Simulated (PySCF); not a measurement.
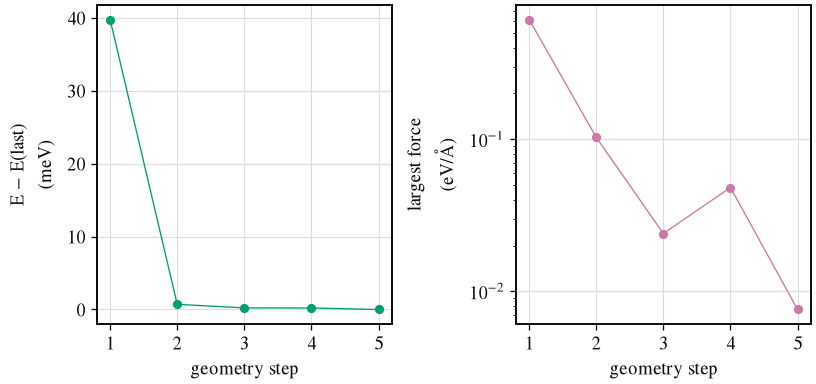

History of a geometry optimisation.

System: C$_{4}$H$_{8}$Se (SMILES C/C=C\[Se]C).
Method: PySCF 2.14.0, density fitting, PBE0-D3(BJ)/def2-SVP, geometry optimisation.

How did it end, and what did it gain?

Answer. The optimisation met its thresholds at geometry 5, counting the start as the first. The energy fell by about 40 meV from the first step to the last. The largest force goes from about 0.61 eV/Å at the start to 8 × 10⁻³ eV/Å at the end.
